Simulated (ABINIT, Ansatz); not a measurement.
## Ruthenium (P6_3/mmc): from the cell to the phonon bands

Aim: the phonon dispersion of Ruthenium (P6_3/mmc), checked by a second program.

Main program and level: ABINIT 10.8.3; DFT PBE, scalar-relativistic, plane waves, PseudoDojo norm-conserving pseudopotentials.

## Step 1: The starting structure

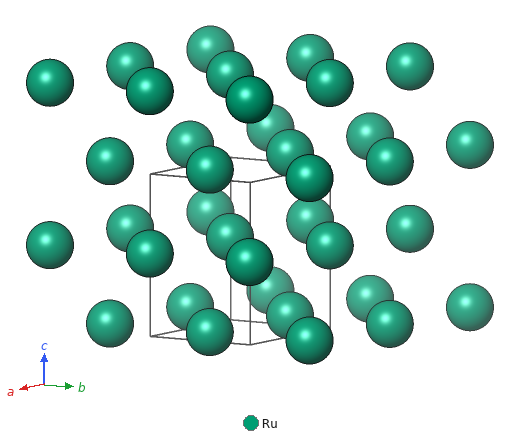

The cell as given, from a free direction (ruthenium teal). 3×3×2 cells are drawn.

## Step 2: A probe with smearing

A first run with smearing and empty bands tells whether the crystal has a gap, which decides between fixed occupations and smearing later on.

File probe.abi:

```
# ground state
tolvrs 1.0d-08
prtden 1
prtwf 1

# basis, mesh and filling
ecut 38.0
ngkpt 9 9 4
nshiftk 1
shiftk 0.0 0.0 0.0
istwfk *1
occopt 7
tsmear 0.005
nband 24
nstep 100
diemac 9.0
prtebands 0
prtgsr 0

# cell and atoms
acell 5.113220948 5.113220948 8.091618293
rprim 
    1.0 0.0 0.0
    -0.5 0.8660254038 0.0
    0.0 0.0 1.0
ntypat 1
znucl 44
natom 2
typat 1 1
xred 
    1/3 2/3 0.25
    2/3 1/3 0.75
pp_dirpath "./pseudo"
pseudos "Ru.upf"
```

On the command line:

```
$ OMP_NUM_THREADS=1 mpirun -n 16 abinit probe.abi > probe.log
```

Numbers of over 12 decimals in the logs are rounded to 6 here.

probe.abo, the main output file:

```text
[banners, grids, parts of the stress and lines that vanish by symmetry left out]
- input  file    -> probe.abi
- output file    -> probe.abo
- root for input  files -> probei
[...]
Symmetries : space group P6_3/m m c (#194); Bravais hP (primitive hexag.)
[...]
mpw =        2067          nfft =       43200          nkpt =          36
[...]
== DATASET  1 ==================================================================
[...]
-    --> not optimal distribution: autoparal keyword recommended in input file <--
[...]
cutoff_energies: {ecut:  38.0, pawecutdg:  -1.0, }
[...]
ETOT  1  -202.01698794586    -2.020E+02 2.185E-01 1.991E+02
 ETOT  2  -202.11731062339    -1.003E-01 3.676E-02 1.445E+02
 ETOT  3  -202.16239008828    -4.508E-02 6.643E-03 1.775E-02
 ETOT  4  -202.16242147471    -3.139E-05 3.391E-03 5.702E-04
 ETOT  5  -202.16242164469    -1.700E-07 2.244E-03 1.071E-05
 ETOT  6  -202.16242164899    -4.293E-09 9.060E-04 3.278E-07
 ETOT  7  -202.16242164912    -1.320E-10 5.834E-04 1.636E-09
 At SCF step    7       vres2   =  1.64E-09 < tolvrs=  1.00E-08 =>converged.
[...]
sigma(1 1)= -1.69769675E-04  sigma(3 2)=  0.00000000E+00
  sigma(2 2)= -1.69769676E-04  sigma(3 1)=  0.00000000E+00
  sigma(3 3)= -9.36819784E-05  sigma(2 1)=  0.00000000E+00
[...]
convergence: {deltae: -1.320E-10, res2:  1.636E-09, residm:  5.834E-04, diffor: null, }
etotal    :  -2.02162422E+02
[...]
sigma(1 1)= -1.69769675E-04  sigma(3 2)=  0.00000000E+00
  sigma(2 2)= -1.69769676E-04  sigma(3 1)=  0.00000000E+00
  sigma(3 3)= -9.36819784E-05  sigma(2 1)=  0.00000000E+00
[...]
- sigma(1 1)= -4.99479629E+00  sigma(3 2)=  0.00000000E+00
- sigma(2 2)= -4.99479633E+00  sigma(3 1)=  0.00000000E+00
- sigma(3 3)= -2.75621896E+00  sigma(2 1)=  0.00000000E+00
[...]
fcart      1.0532090244E-28 -6.0807051375E-29 -0.0000000000E+00
           strten     -1.6976967512E-04 -1.6976967649E-04 -9.3681978387E-05
================================================================================

[key lines of the parts left out:]
pressure_GPa:   4.2486E+00
```

It took 4.9 s on 16 MPI ranks of Arm Neoverse V2, shared host; 76 s of CPU time.

Read from the output:

```
volume per atom   : 13.57 Å³
pressure          : 4.249 GPa
gap on the k-mesh : 0 eV
```

No gap opens on this mesh, so smearing is kept; the printed pressure holds the stress of the finite basis too.

## Step 3: Relaxing the cell and atoms

The harmonic expansion needs vanishing forces, and a free crystal bears no stress, so cell and atoms are brought to rest. Stress is more sensitive to the basis than forces are: the last 3 Ha under the cutoff are smoothed with ecutsm, and the cutoff is raised above that of the later runs.

File relax.abi:

```
# relaxation
ionmov 2
optcell 2
dilatmx 1.08
ntime 40
tolmxf 1.0d-05
tolvrs 1.0d-14
prtwf 0
prtden 0
chksymtnons 0

# basis, mesh and filling
ecut 47.0
ecutsm 3.0
ngkpt 12 12 6
nshiftk 1
shiftk 0.0 0.0 0.0
istwfk *1
occopt 7
tsmear 0.01
nband 24
nstep 100
diemac 1000000.0
prtebands 0
prtgsr 0

# cell and atoms
acell 5.113220948 5.113220948 8.091618293
rprim 
    1.0 0.0 0.0
    -0.5 0.8660254038 0.0
    0.0 0.0 1.0
ntypat 1
znucl 44
natom 2
typat 1 1
xred 
    1/3 2/3 0.25
    2/3 1/3 0.75
pp_dirpath "./pseudo"
pseudos "Ru.upf"
```

On the command line:

```
$ OMP_NUM_THREADS=1 mpirun -n 16 abinit relax.abi > relax.log
```

relax.abo, the main output file:

```text
[banners, grids, parts of the stress and lines that vanish by symmetry left out]
- input  file    -> relax.abi
- output file    -> relax.abo
- root for input  files -> relaxi
[...]
Symmetries : space group P6_3/m m c (#194); Bravais hP (primitive hexag.)
[...]
mpw =        3603          nfft =       69984          nkpt =          76
[...]
== DATASET  1 ==================================================================
[...]
cutoff_energies: {ecut:  47.0, pawecutdg:  -1.0, }
[...]
ETOT  1  -202.01593607685    -2.020E+02 2.678E-01 3.034E+02
 ETOT  2  -202.12962811404    -1.137E-01 4.829E-02 1.774E+02
 ETOT  3  -202.16403577719    -3.441E-02 5.292E-03 4.968E-02
 ETOT  4  -202.16405446134    -1.868E-05 5.425E-03 7.147E-04
 ETOT  5  -202.16405457847    -1.171E-07 1.419E-03 4.824E-06
[...]
At SCF step    9       vres2   =  5.46E-15 < tolvrs=  1.00E-14 =>converged.
[...]
sigma(1 1)= -1.72379177E-04  sigma(3 2)=  0.00000000E+00
  sigma(2 2)= -1.72379178E-04  sigma(3 1)=  0.00000000E+00
  sigma(3 3)= -1.75495768E-04  sigma(2 1)=  0.00000000E+00
[...]
convergence: {deltae: -3.411E-12, res2:  5.457E-15, residm:  8.535E-04, diffor: null, }
etotal    :  -2.02164055E+02
[...]
ETOT  1  -202.15921940262    -2.022E+02 6.532E-04 2.802E+01
[...]
At SCF step    9       vres2   =  2.32E-15 < tolvrs=  1.00E-14 =>converged.
[...]
sigma(1 1)= -5.28430425E-06  sigma(3 2)=  0.00000000E+00
  sigma(2 2)= -5.28430559E-06  sigma(3 1)=  0.00000000E+00
  sigma(3 3)=  3.81155692E-06  sigma(2 1)=  0.00000000E+00
[...]
convergence: {deltae:  1.108E-12, res2:  2.316E-15, residm:  2.066E-04, diffor: null, }
etotal    :  -2.02164303E+02
[...]
ETOT  1  -202.16430191373    -2.022E+02 6.398E-04 8.726E-03
[...]
At SCF step    8       vres2   =  1.72E-16 < tolvrs=  1.00E-14 =>converged.
[...]
sigma(1 1)= -1.70130308E-06  sigma(3 2)=  0.00000000E+00
  sigma(2 2)= -1.70130442E-06  sigma(3 1)=  0.00000000E+00
  sigma(3 3)=  3.17470287E-06  sigma(2 1)=  0.00000000E+00
[...]
convergence: {deltae:  2.217E-12, res2:  1.722E-16, residm:  3.264E-05, diffor: null, }
etotal    :  -2.02164304E+02
[...]
ETOT  1  -202.16430283225    -2.022E+02 2.236E-05 4.381E-03
[...]
At SCF step    8       vres2   =  3.66E-17 < tolvrs=  1.00E-14 =>converged.
[...]
sigma(1 1)=  1.81824567E-07  sigma(3 2)=  0.00000000E+00
  sigma(2 2)=  1.81823232E-07  sigma(3 1)=  0.00000000E+00
  sigma(3 3)=  5.42906861E-07  sigma(2 1)=  0.00000000E+00
[...]
convergence: {deltae:  1.762E-12, res2:  3.659E-17, residm:  4.357E-06, diffor: null, }
etotal    :  -2.02164304E+02
[...]
ETOT  1  -202.16430367171    -2.022E+02 2.910E-06 8.919E-05
[...]
ETOT  6  -202.16430368776    -1.648E-12 8.511E-07 1.270E-13
 ETOT  7  -202.16430368776    -5.684E-14 1.479E-07 6.864E-16
 At SCF step    7       vres2   =  6.86E-16 < tolvrs=  1.00E-14 =>converged.
[...]
sigma(1 1)=  4.53039631E-08  sigma(3 2)=  0.00000000E+00
  sigma(2 2)=  4.53026275E-08  sigma(3 1)=  0.00000000E+00
  sigma(3 3)=  5.76440294E-08  sigma(2 1)=  0.00000000E+00
[...]
convergence: {deltae: -5.684E-14, res2:  6.864E-16, residm:  1.479E-07, diffor: null, }
etotal    :  -2.02164304E+02
[...]
At Broyd/MD step   5, gradients are converged :
[...]
sigma(1 1)=  4.53039631E-08  sigma(3 2)=  0.00000000E+00
  sigma(2 2)=  4.53026275E-08  sigma(3 1)=  0.00000000E+00
  sigma(3 3)=  5.76440294E-08  sigma(2 1)=  0.00000000E+00
[...]
- sigma(1 1)=  1.33288861E-03  sigma(3 2)=  0.00000000E+00
- sigma(2 2)=  1.33284932E-03  sigma(3 1)=  0.00000000E+00
- sigma(3 3)=  1.69594590E-03  sigma(2 1)=  0.00000000E+00
[...]
fcart      0.0000000000E+00  0.0000000000E+00 -0.0000000000E+00
           strten      4.5303963143E-08  4.5302627483E-08  5.7644029439E-08
================================================================================

[key lines of the parts left out:]
pressure_GPa:  -1.4539E-03
Total energy (etotal) [Ha]= -2.02164303687765E+02
```

Elapsed: 52 s, on 16 MPI ranks; 14 min of CPU time.

The steps of the relaxation:

```tsv
step	energy less that of the first step (eV)	largest force (eV/Å)	volume (Å³)
1	0.0000	0.0000	27.15
2	-0.0068	0.0000	27.58
3	-0.0068	0.0000	27.58
4	-0.0068	0.0000	27.58
5	-0.0068	0.0000	27.58
```

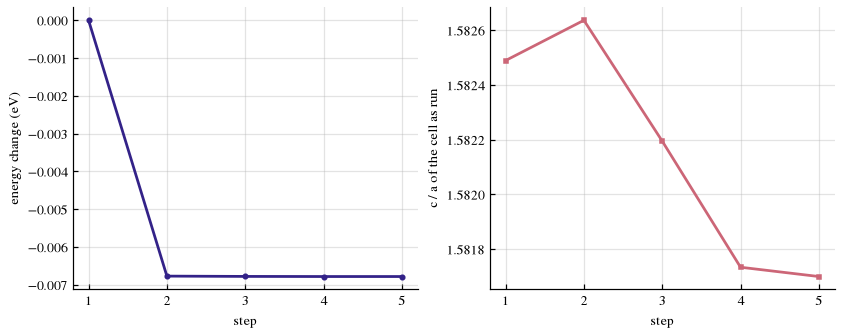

Energy and cell shape along the relaxation.

```tsv
conventional cell, symmetrised	before	after	change
a (Å)	2.706	2.721	+0.5 %
b (Å)	2.706	2.721	+0.5 %
c (Å)	4.282	4.303	+0.5 %
volume (Å³/atom)	13.57	13.79	+1.6 %
```

The relaxed structure:

```
Ru
1.0
     2.72055    0.00000    0.00000
    -1.36027    2.35607    0.00000
     0.00000    0.00000    4.30309
Ru
2
Direct
  0.33333 0.66667 0.25000
  0.66667 0.33333 0.75000
```

Read from the output:

```yaml
volume_per_atom: 13.79 Å³
pressure: -0.001454 GPa
```

The volume changes by +1.6 % in this run and stands +1.6 % from the first cell.

## Step 4: Ground state

The response is built on these wavefunctions, so the potential is converged far more tightly than an energy would need. Smearing stays on, as the first look found no gap above 0.3 eV.

File gs.abi:

```
# ground state
tolvrs 1.0d-16
prtden 1
prtwf 1

# basis, mesh and filling
ecut 38.0
ngkpt 12 12 6
nshiftk 1
shiftk 0.0 0.0 0.0
istwfk *1
occopt 7
tsmear 0.01
nband 24
nstep 100
diemac 1000000.0
prtebands 0
prtgsr 0

# cell and atoms
acell 5.141093907 5.141093907 8.131669566
rprim 
    1.0 0.0 0.0
    -0.5 0.8660254038 0.0
    0.0 0.0 1.0
ntypat 1
znucl 44
natom 2
typat 1 1
xred 
    1/3 2/3 0.25
    2/3 1/3 0.75
pp_dirpath "./pseudo"
pseudos "Ru.upf"
```

On the command line:

```
$ OMP_NUM_THREADS=1 mpirun -n 16 abinit gs.abi > gs.log
```

gs.abo, the main output file:

```text
[banners, grids, parts of the stress and lines that vanish by symmetry left out]
- input  file    -> gs.abi
- output file    -> gs.abo
- root for input  files -> gsi
[...]
Symmetries : space group P6_3/m m c (#194); Bravais hP (primitive hexag.)
[...]
mpw =        2112          nfft =       43200          nkpt =          76
[...]
== DATASET  1 ==================================================================
[...]
cutoff_energies: {ecut:  38.0, pawecutdg:  -1.0, }
[...]
ETOT  1  -202.01845311486    -2.020E+02 2.841E-01 1.976E+02
 ETOT  2  -202.12439676687    -1.059E-01 3.011E-02 1.241E+02
 ETOT  3  -202.16391502792    -3.952E-02 1.102E-02 1.494E-02
 ETOT  4  -202.16393785122    -2.282E-05 2.674E-03 8.577E-04
 ETOT  5  -202.16393809563    -2.444E-07 2.558E-03 1.820E-05
[...]
ETOT 10  -202.16393810310     1.819E-12 1.183E-03 3.515E-16
 ETOT 11  -202.16393810310    -1.137E-12 6.554E-04 1.208E-18
 At SCF step   11       vres2   =  1.21E-18 < tolvrs=  1.00E-16 =>converged.
[...]
sigma(1 1)=  3.09008358E-05  sigma(3 2)=  0.00000000E+00
  sigma(2 2)=  3.09008344E-05  sigma(3 1)=  0.00000000E+00
  sigma(3 3)=  3.12190065E-05  sigma(2 1)=  0.00000000E+00
[...]
convergence: {deltae: -1.137E-12, res2:  1.208E-18, residm:  6.554E-04, diffor: null, }
etotal    :  -2.02163938E+02
[...]
sigma(1 1)=  3.09008358E-05  sigma(3 2)=  0.00000000E+00
  sigma(2 2)=  3.09008344E-05  sigma(3 1)=  0.00000000E+00
  sigma(3 3)=  3.12190065E-05  sigma(2 1)=  0.00000000E+00
[...]
- sigma(1 1)=  9.09133976E-01  sigma(3 2)=  0.00000000E+00
- sigma(2 2)=  9.09133937E-01  sigma(3 1)=  0.00000000E+00
- sigma(3 3)=  9.18494884E-01  sigma(2 1)=  0.00000000E+00
[...]
fcart      2.0949978910E-28  2.4190951926E-28 -0.0000000000E+00
           strten      3.0900835765E-05  3.0900834428E-05  3.1219006549E-05
================================================================================

[key lines of the parts left out:]
pressure_GPa:  -9.1225E-01
```

Elapsed: 9.5 s, on 16 MPI ranks.

Read from the output:

* pressure: -0.9123 GPa

The cell stands at -0.91 GPa: the relaxation ran with a smoothed and higher cutoff, and the difference is a stress of the finite basis.

(Part 1 of 4 ends here.)

[Host names and launcher messages were left out of these logs when they were recorded.]

[Logs are printed without paths, hosts, clocks, repeated set-up lines and the standing remarks that a program may print on its own settings, such as how far it seeks lower states.]

[Hosts, paths, dates, database ids (printed as entryN), source tags and the programs' standing remarks are cut or masked in the printed files.]
